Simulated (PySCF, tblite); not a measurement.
**C₅H₅F: geometry, infrared bands, NMR shifts and spin-spin couplings**

Aim: predict the infrared bands, NMR shifts and spin-spin couplings of C₅H₅F (`C#CC/C=C\F`).

Computed with tblite 0.8.0 and PySCF 2.14.0, with density-fitted response routines of our own, on a single molecule in the gas phase. Atoms are numbered from 0 throughout.

### Step 1. The starting structure

11 atoms, charge 0, multiplicity 1; geometry from: force field or distance geometry start.

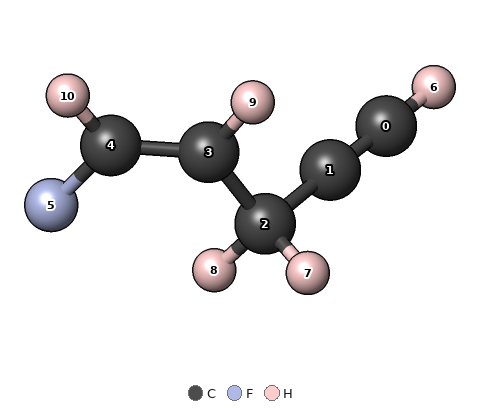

The starting geometry (carbon dark grey, fluorine light blue, hydrogen pink), atoms numbered.

### Step 2. Optimising the geometry with GFN2-xTB

What the job is given:

```
{"job": {"kind": "relax", "xc": "GFN2-xTB", "basis": "xTB"}, "charge": 0, "multiplicity": 1}
C      2.457400     0.865000     0.508400
C      1.522900     0.236300     0.063500
C      0.414600    -0.552200    -0.463200
C     -0.807500    -0.342500     0.381600
C     -1.974300     0.114900    -0.051000
F     -2.166400     0.453300    -1.349500
H      3.265200     1.438300     0.890800
H      0.669400    -1.608900    -0.469700
H      0.220400    -0.259500    -1.504200
H     -0.723300    -0.614100     1.445400
H     -2.872900     0.272200     0.521800
```

Command:

```bash
$ OMP_NUM_THREADS=1 python probes_run.py task.json out
```

The driver reads the jobs from task.json and runs them one after another.

The log of the run:

```text
step      E/eV     max force
  0    -486.49034    1.360
  1    -486.47426    3.314
  2    -486.51641    0.381
  3    -486.52009    0.192
  4    -486.52314    0.130
  5    -486.52583    0.156
  6    -486.52655    0.070
  7    -486.52707    0.055
  8    -486.52729    0.040
  9    -486.52737    0.026
 10    -486.52742    0.025
 11    -486.52749    0.030
 12    -486.52755    0.032
 13    -486.52759    0.019
 14    -486.52761    0.013
 15    -486.52763    0.017
 16    -486.52766    0.021
 17    -486.52769    0.018
 18    -486.52771    0.015
 19    -486.52774    0.017
 20    -486.52777    0.025
 21    -486.52781    0.025
 22    -486.52784    0.013
 23    -486.52785    0.013
 24    -486.52786    0.013
 25    -486.52788    0.016
 26    -486.52789    0.011
 27    -486.52790    0.007
```

Wall time 0.08 s (1 thread of Arm Neoverse V2, shared host).

The steps of the relaxation: (the energy doesn't fall at every step)

| step | energy from step 0 (eV) | largest force (eV/Å) |
| --- | --- | --- |
| 0 | 0.0000 | 1.3599 |
| 1 | 0.0161 | 3.3141 |
| 2 | -0.0261 | 0.3813 |
| 3 | -0.0297 | 0.1924 |
| 4 | -0.0328 | 0.1300 |
| 5 | -0.0355 | 0.1561 |
| 6 | -0.0362 | 0.0701 |
| 7 | -0.0367 | 0.0549 |
| 8 | -0.0369 | 0.0403 |
| 9 | -0.0370 | 0.0262 |
| 10 | -0.0371 | 0.0252 |
| 11 | -0.0371 | 0.0305 |
| 12 | -0.0372 | 0.0316 |
| 13 | -0.0372 | 0.0188 |
| 14 | -0.0373 | 0.0130 |
| 15 | -0.0373 | 0.0174 |
| 16 | -0.0373 | 0.0214 |
| 17 | -0.0374 | 0.0181 |
| 18 | -0.0374 | 0.0146 |
| 19 | -0.0374 | 0.0166 |
| 20 | -0.0374 | 0.0253 |
| 21 | -0.0375 | 0.0250 |
| 22 | -0.0375 | 0.0132 |
| 23 | -0.0375 | 0.0133 |
| 24 | -0.0375 | 0.0128 |
| 25 | -0.0375 | 0.0160 |
| 26 | -0.0376 | 0.0114 |
| 27 | -0.0376 | 0.0071 |

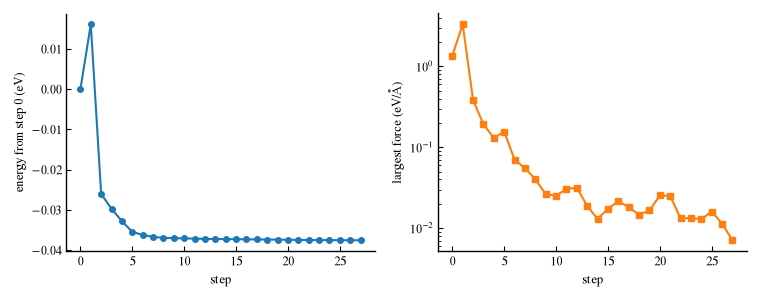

Energy and largest force along the relaxation.

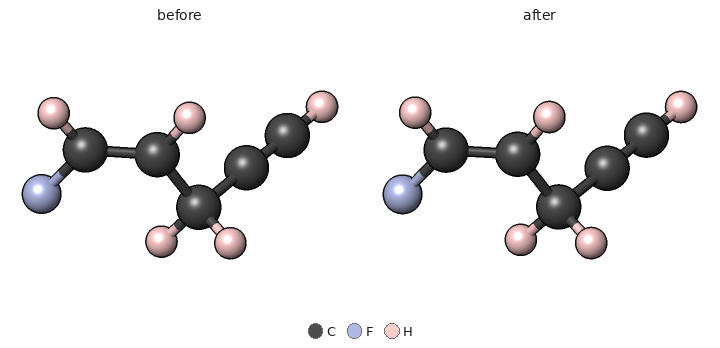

Before and after, at one scale.

Distances of close pairs at the start and the end, largest changes first:

```
 bond  before (Å)  after (Å)  change (Å)
C3–H9       1.101      1.079      -0.022
C0–C1       1.211      1.196      -0.015
C0–H6       1.062      1.049      -0.013
C4–F5       1.356      1.347      -0.009
C2–H7       1.087      1.096      +0.009
C1–C2       1.459      1.452      -0.007
C3–C4       1.326      1.319      -0.007
C2–H8       1.099      1.093      -0.006
```

The next job starts from the end point, and lists it.

### Step 3. Infrared spectrum with GFN2-xTB

What the job is given:

```
{"job": {"kind": "ir", "xc": "GFN2-xTB", "basis": "xTB"}, "charge": 0, "multiplicity": 1}
C      2.430753     0.859579     0.509531
C      1.527724     0.217593     0.058831
C      0.411041    -0.547161    -0.465627
C     -0.807052    -0.346772     0.387146
C     -1.959792     0.114202    -0.058491
F     -2.155852     0.437067    -1.350956
H      3.232373     1.419477     0.888768
H      0.683917    -1.608237    -0.470750
H      0.207459    -0.232856    -1.492182
H     -0.715433    -0.582970     1.435859
H     -2.849713     0.272748     0.531907
```

The log of the run:

```text
mode    cm-1     km/mol
  1      39.7      1.10
  2     149.0      2.74
  3     219.8      4.01
  4     292.5      0.30
  5     356.5      7.70
  6     499.3      2.44
  7     622.1      3.77
  8     645.0     26.07
  9     664.9     21.48
 10     774.4     10.14
 11     868.1      0.17
 12     931.9      6.20
 13     972.3     56.26
 14    1020.9     25.59
 15    1082.4     48.46
 16    1150.9      8.27
 17    1214.6     11.64
 18    1267.3      5.32
 19    1318.0     40.23
 20    1426.1      4.55
 21    1725.5     50.58
 22    2297.2     16.82
 23    2929.2     23.56
 24    2977.0     10.73
 25    3083.0     11.63
 26    3103.3     31.07
 27    3399.4      4.56
```

It took 0.15 s on 1 thread of Arm Neoverse V2, shared host.

The strongest bands and the atoms that carry them (share of the mass-weighted mode):

```csv
cm⁻¹,km/mol,atoms
645,26.1,"H6 70 %, C0 10 %"
972,56.3,"C2 25 %, C3 16 %, F5 16 %"
1021,25.6,"C2 29 %, C4 16 %, C0 12 %, F5 12 %"
1082,48.5,"C2 21 %, H7 16 %, C3 15 %, H9 14 %"
1318,40.2,"H9 21 %, H8 18 %, H10 18 %, C2 16 %"
1726,50.6,"C3 50 %, C4 46 %"
2929,23.6,H7 92 %
3103,31.1,"H9 80 %, H10 11 %"
```

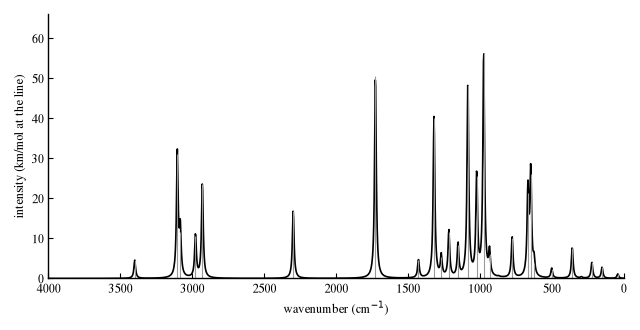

The infrared spectrum from these modes, unscaled. Lines are broadened to a width of 14 cm⁻¹ (Lorentzian).

### Step 4. Shielding tensors: PBE0/pcSseg-1

The job, as its differences from that of step 3:

```diff
@@ -1,2 +1,2 @@
-{"job": {"kind": "ir", "xc": "GFN2-xTB", "basis": "xTB"}, "charge": 0, "multiplicity": 1}
+{"job": {"kind": "nmr", "xc": "PBE0", "basis": "pcSseg-1"}, "charge": 0, "multiplicity": 1}
 C      2.430753     0.859579     0.509531
```

With the program's defaults for keys left out, this is: GIAO PBE0/pcSseg-1 NMR shielding, non-relativistic, gas phase.

The log of the run:

```text
coarse grid: 9616 points
cycle   1  E = -292.8175037785  dE =  8.090e-01  |g| = 5.043e-01  |ddm| = 3.125e+00
cycle   2  E = -292.8041730460  dE =  1.333e-02  |g| = 5.974e-01  |ddm| = 9.334e-01
cycle   3  E = -292.8686918813  dE = -6.452e-02  |g| = 8.753e-02  |ddm| = 4.512e-01
cycle   4  E = -292.8701917121  dE = -1.500e-03  |g| = 2.374e-02  |ddm| = 7.405e-02
cycle   5  E = -292.8703139332  dE = -1.222e-04  |g| = 8.444e-03  |ddm| = 2.399e-02
cycle   6  E = -292.8703256498  dE = -1.172e-05  |g| = 4.035e-03  |ddm| = 8.683e-03
cycle   7  E = -292.8703291991  dE = -3.549e-06  |g| = 1.076e-03  |ddm| = 3.019e-03
final grid: 94504 points
cycle   8  E = -292.9153367167  dE = -3.182e-05  |g| = 5.634e-03  |ddm| = 3.111e-02
cycle   9  E = -292.9153350895  dE =  1.627e-06  |g| = 6.676e-03  |ddm| = 9.676e-03
cycle  10  E = -292.9153440770  dE = -8.988e-06  |g| = 1.445e-03  |ddm| = 4.876e-03
cycle  11  E = -292.9153444936  dE = -4.166e-07  |g| = 4.186e-04  |ddm| = 1.202e-03
cycle  12  E = -292.9153445309  dE = -3.725e-08  |g| = 1.661e-04  |ddm| = 3.803e-04
cycle  13  E = -292.9153445361  dE = -5.274e-09  |g| = 1.925e-05  |ddm| = 1.140e-04
cycle  14  E = -292.9153445362  dE = -6.048e-11  |g| = 1.012e-05  |ddm| = 2.703e-05
converged SCF energy = -292.9153445362

GIAO shielding tensors (ppm)
atom      isotropic    diamagn.    paramagn.     s11        s22        s33       span
  0 C      111.982     256.363    -144.381     38.445     42.111    255.391    216.946
  1 C      100.657     264.367    -163.710      1.177      5.239    295.555    294.378
  2 C      170.843     244.078     -73.236    154.225    170.769    187.533     33.308
  3 C       72.237     257.419    -185.182    -33.411     99.789    150.333    183.744
  4 C       28.441     246.458    -218.017    -64.260     69.132     80.451    144.711
  5 F      297.758     473.729    -175.971    195.002    278.928    419.345    224.343
  6 H       30.326      33.765      -3.439     25.121     25.255     40.601     15.480
  7 H       28.946      26.743       2.203     23.694     27.525     35.618     11.925
  8 H       28.004      28.148      -0.144     23.240     27.797     32.975      9.735
  9 H       26.639      31.121      -4.482     24.764     26.138     29.015      4.250
 10 H       24.833      28.184      -3.352     21.971     25.314     27.213      5.242
```

Run time: 8.8 s. Hardware: 1 thread of Arm Neoverse V2, shared host; peak memory 0.62 GiB.

Shifts follow as δ = σ(reference) − σ, with reference shieldings (ppm) from runs at the same level and on the same kind of geometry: 1H TMS 31.72, 13C TMS 186.9, 19F CFCl3 170.9. The references are single molecules in the gas phase, so shifts against H2O, NH3, PH3, H3PO4 or CFCl3 are not on the usual liquid scales and can be off by tens of ppm. Atoms listed in one row are averaged.

```csv
atoms,environment,σ (ppm),δ (ppm),δ scaled to CDCl3
C4,alkene CH,28.4,158.5,152.8
C3,alkene CH,72.2,114.7,110.0
C1,alkyne carbon,100.7,86.3,82.3
C0,terminal alkyne carbon,112.0,74.9,71.2
C2,allylic sp3 CH2,170.8,16.1,13.8
H10,hydrogen on an alkene CH,24.83,6.88,6.60
H9,hydrogen on an alkene CH,26.64,5.08,4.89
"H7, H8",hydrogen on an allylic sp3 CH2,28.47,3.24,3.16
H6,hydrogen on a terminal alkyne carbon,30.33,1.39,1.42
F5,vinylic fluorine,297.8,-126.8,–
```

The scaled column applies a straight-line fit of computed shieldings to shifts measured in CDCl3, and one for carbons that bear F (root-mean-square error 0.16 ppm for H, 1.9 ppm for C).

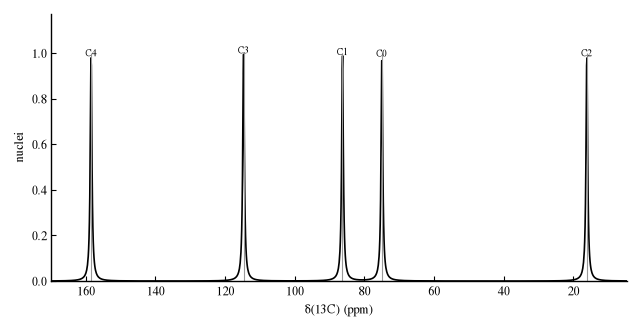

13C lines at the computed shifts, without couplings. Lines are broadened to a width of 0.57 ppm (Lorentzian).

The run also stored atomic charges by several schemes (e):

| atoms | Mulliken | IAO | Hirshfeld | ESP fit |
| --- | --- | --- | --- | --- |
| C0 | -0.35 | -0.25 | -0.13 | -0.52 |
| C1 | 0.14 | -0.02 | -0.04 | 0.06 |
| C2 | -0.12 | -0.28 | -0.05 | 0.06 |
| C3 | -0.28 | -0.20 | -0.06 | -0.24 |
| C4 | 0.27 | 0.14 | 0.04 | -0.05 |
| F5 | -0.28 | -0.27 | -0.08 | -0.12 |

ESP fit charges:

| atom | value (e) |
| --- | --- |
| C0 | -0.52 |
| C1 | 0.06 |
| C2 | 0.06 |
| C3 | -0.24 |
| C4 | -0.05 |
| F5 | -0.12 |
| H6 | 0.33 |
| H7 | 0.07 |
| H8 | 0.09 |
| H9 | 0.15 |
| H10 | 0.17 |

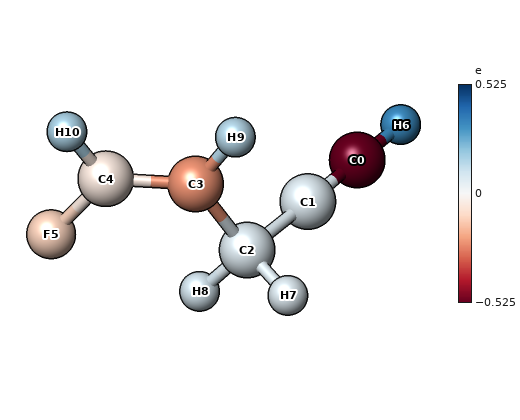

ESP fit charges, as colours on the atoms.

Mayer bond orders: C0–C1 2.58, C1–C2 1.04, C2–C3 1.03, C3–C4 1.88, C4–F5 0.96.

### Step 5. Spin-spin couplings: B3LYP/pcJ-1

The job, as its differences from that of step 4:

```diff
@@ -1,2 +1,2 @@
-{"job": {"kind": "nmr", "xc": "PBE0", "basis": "pcSseg-1"}, "charge": 0, "multiplicity": 1}
+{"job": {"kind": "j", "xc": "B3LYP", "basis": "pcJ-1"}, "charge": 0, "multiplicity": 1}
 C      2.430753     0.859579     0.509531
```

Method: B3LYP/pcJ-1 indirect spin-spin coupling, non-relativistic, gas phase.

The log of the run:

```text
coarse grid: 9616 points
cycle   1  E = -293.1793898915  dE =  7.414e-01  |g| = 5.599e-01  |ddm| = 3.022e+00
cycle   2  E = -293.1516485904  dE =  2.774e-02  |g| = 7.014e-01  |ddm| = 9.192e-01
cycle   3  E = -293.2391657902  dE = -8.752e-02  |g| = 1.080e-01  |ddm| = 5.110e-01
cycle   4  E = -293.2412991819  dE = -2.133e-03  |g| = 3.435e-02  |ddm| = 8.789e-02
cycle   5  E = -293.2415562435  dE = -2.571e-04  |g| = 1.024e-02  |ddm| = 2.891e-02
cycle   6  E = -293.2415731863  dE = -1.694e-05  |g| = 4.752e-03  |ddm| = 1.069e-02
cycle   7  E = -293.2415780327  dE = -4.846e-06  |g| = 8.514e-04  |ddm| = 3.966e-03
final grid: 94504 points
cycle   8  E = -293.2958985077  dE = -1.218e-04  |g| = 5.919e-03  |ddm| = 1.963e-02
cycle   9  E = -293.2958874624  dE =  1.105e-05  |g| = 9.384e-03  |ddm| = 1.011e-02
cycle  10  E = -293.2959046620  dE = -1.720e-05  |g| = 2.090e-03  |ddm| = 6.939e-03
cycle  11  E = -293.2959055499  dE = -8.879e-07  |g| = 8.526e-04  |ddm| = 1.766e-03
cycle  12  E = -293.2959056946  dE = -1.447e-07  |g| = 3.020e-04  |ddm| = 6.493e-04
cycle  13  E = -293.2959057119  dE = -1.730e-08  |g| = 3.068e-05  |ddm| = 2.149e-04
cycle  14  E = -293.2959057121  dE = -1.519e-10  |g| = 1.640e-05  |ddm| = 3.223e-05
converged SCF energy = -293.2959057121

Indirect spin-spin couplings (Hz)
  i      j    bonds     total        FC       PSO       DSO        SD
  0 C    1 C    1    199.870   191.828     7.943     0.099         -
  0 C    2 C    2     12.869    13.169    -0.159    -0.141         -
  0 C    3 C    3      2.188     2.215     0.021    -0.049         -
  0 C    4 C    4      0.362     0.320     0.093    -0.052         -
  0 C    5 F    5      0.552     0.676     0.055    -0.174    -0.005
  0 C    6 H    1    262.925   263.535    -1.031     0.421         -
  0 C    7 H    3      4.358     4.057     0.751    -0.450         -
  0 C    8 H    3      4.381     4.086     0.724    -0.429         -
  0 C    9 H    4     -0.177    -0.107     0.067    -0.136         -
  1 C    2 C    1     73.809    75.243    -1.653     0.220         -
  1 C    3 C    2     -5.749    -5.620    -0.177     0.048         -
  1 C    4 C    3      4.926     4.860     0.098    -0.032         -
  1 C    5 F    4      3.832     3.642     0.099    -0.097     0.189
  1 C    6 H    2     52.030    47.263     5.995    -1.228         -
  1 C    7 H    2    -13.810   -13.747     0.041    -0.104         -
  1 C    8 H    2    -10.979   -10.918     0.018    -0.079         -
  1 C    9 H    3      3.577     3.515    -0.008     0.070         -
  1 C   10 H    4     -1.974    -1.987     0.276    -0.263         -
  2 C    3 C    1     43.633    44.285    -0.883     0.231         -
  2 C    4 C    2     -1.839    -1.579    -0.245    -0.015         -
  2 C    5 F    3      8.948    12.035    -3.217     0.026     0.104
  2 C    6 H    3      3.536     3.463     0.566    -0.493         -
  2 C    7 H    1    138.891   137.195     0.834     0.862         -
  2 C    8 H    1    140.776   139.203     0.653     0.920         -
  2 C    9 H    2      1.586     1.635     0.190    -0.239         -
  2 C   10 H    3      6.543     6.647     0.383    -0.488         -
  3 C    4 C    1     93.398   102.228    -9.066     0.236         -
  3 C    5 F    2      3.208    17.738   -26.520    -0.273    12.264
  3 C    6 H    4     -2.220    -2.195     0.216    -0.241         -
  3 C    7 H    2     -8.634    -8.704     0.153    -0.083         -
  3 C    8 H    2     -6.021    -5.911    -0.020    -0.090         -
  3 C    9 H    1    172.572   171.338     0.344     0.890         -
  3 C   10 H    2     15.368    16.497    -0.613    -0.516         -
  4 C    5 F    1   -328.390  -319.843    -9.771     0.668     0.556
  4 C    7 H    3      6.451     6.494     0.282    -0.326         -
  4 C    8 H    3      5.944     6.358    -0.453     0.039         -
  4 C    9 H    2     13.161    14.724    -1.239    -0.324         -
  4 C   10 H    1    207.402   206.822    -0.414     0.994         -
  5 F    6 H    6     -0.354    -0.211     0.548    -0.697     0.006
  5 F    7 H    4      4.903     6.186    -0.075    -0.926    -0.283
  5 F    9 H    3     32.493    37.874    -3.977    -2.374     0.971
  5 F   10 H    2     89.977    88.993     5.387    -1.774    -2.629
  6 H    7 H    4     -3.891    -3.835     1.549    -1.605         -
  6 H    8 H    4     -3.823    -3.767     1.486    -1.542         -
  6 H   10 H    6     -0.196    -0.119     0.747    -0.824         -
  7 H    8 H    2    -17.666   -17.803     2.337    -2.201         -
  7 H    9 H    3      4.256     4.296     0.668    -0.708         -
  7 H   10 H    4     -3.163    -3.065     1.606    -1.703         -
  8 H    9 H    3     12.632    12.685     2.803    -2.857         -
  8 H   10 H    4     -0.784    -0.569     1.726    -1.941         -
  9 H   10 H    3      5.792     6.063     0.342    -0.613         -
```

Wall time 24 s (1 thread of Arm Neoverse V2, shared host); peak memory 0.87 GiB.

A choice of the couplings up to four bonds, sorted by the number of bonds, with means over like pairs; isotopes 13C, 19F, 1H:

```
  pair  bonds  J (Hz)  Fermi contact (Hz)  dihedral (°)
 C4–F5      1  -328.4              -319.8             –
 C0–H6      1   262.9               263.5             –
C4–H10      1   207.4               206.8             –
 C0–C1      1   199.9               191.8             –
 C3–H9      1   172.6               171.3             –
 C2–H7      1   139.8               138.2             –
 C3–C4      1    93.4               102.2             –
 C1–C2      1    73.8                75.2             –
 C2–C3      1    43.6                44.3             –
F5–H10      2    90.0                89.0             –
 C1–H6      2    52.0                47.3             –
 H7–H8      2   -17.7               -17.8             –
C3–H10      2    15.4                16.5             –
 C4–H9      2    13.2                14.7             –
 C0–C2      2    12.9                13.2             –
 C1–H7      2   -12.4               -12.3             –
 C3–H7      2    -7.3                -7.3             –
 C1–C3      2    -5.7                -5.6             –
 F5–H9      3    32.5                37.9           180
 C2–F5      3     8.9                12.0             1
 H7–H9      3     8.4                 8.5             –
C2–H10      3     6.5                 6.6          -180
 C4–H7      3     6.2                 6.4             –
H9–H10      3     5.8                 6.1            -1
 C1–C4      3     4.9                 4.9           122
 C0–H7      3     4.4                 4.1             –
 C1–H9      3     3.6                 3.5           -57
 H6–H7      4    -3.9                -3.8             –
 C1–F5      4     3.8                 3.6             –
 F5–H7      4     2.5                 3.1             –
 C3–H6      4    -2.2                -2.2             –
C1–H10      4    -2.0                -2.0             –
H7–H10      4    -2.0                -1.8             –
```

The spin-dipole term was solved for some atoms only; pairs without it lack that part.

Joined with the shifts from before (PBE0/pcSseg-1, unscaled), the couplings predict the line list below for 600 MHz.

1H NMR δ 6.88 (ddt, J = 90.0, 5.8, 2.0 Hz, 1H), 5.08 (dtd, J = 32.5, 8.4, 5.8 Hz, 1H), 3.24 (m, 2H), 1.39 (t, J = 3.9 Hz, 1H).

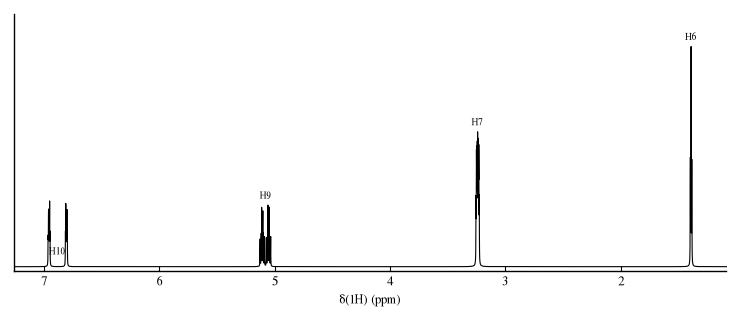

Simulated proton spectrum at 600 MHz, by exact diagonalisation of each spin system; lines 1.2 Hz wide, exchangeable protons uncoupled.

### Step 6. Outcome

| quantity | value |
| --- | --- |
| strongest single infrared mode (GFN2-xTB) | 972 cm⁻¹, 56 km/mol |
| zero-point energy (GFN2-xTB) | 50.1 kcal/mol |
| 13C shifts against TMS (PBE0/pcSseg-1) | 158.5, 114.7, 86.3, 74.9, 16.1 ppm |
| 1H shifts against TMS (PBE0/pcSseg-1, means over atoms taken as alike) | 6.88, 5.08, 3.24, 1.39 ppm |
| 19F shifts against CFCl3 (PBE0/pcSseg-1) | -126.8 ppm |
| largest coupling of the table (B3LYP/pcJ-1) | 1J(C,F) C4–F5, -328.4 Hz |

**Reading.** The optimisation took 27 steps and gained 0.038 eV; among the close pairs (by a distance rule), C3–H9 changed most, from 1.101 to 1.079 Å. No mode is imaginary among the 27: a minimum at this level. The strongest single mode, at 972 cm⁻¹, has its largest shares on C2, C3 and F5 (the list is cut at 3 atoms). GFN2-xTB is a fitted tight-binding method: band positions and strengths are rough. Its intensities can rank the bands wrongly. At PBE0/pcSseg-1: The widest tensor belongs to C1: span 294 ppm, with a paramagnetic part of -164 ppm. In the run at B3LYP/pcJ-1, the largest coupling of the table is C4–F5, -328.4 Hz, of which the Fermi-contact term gives -319.8 Hz. Couplings across rotatable bonds belong to this one conformer; where others are populated, the observed values are averages.
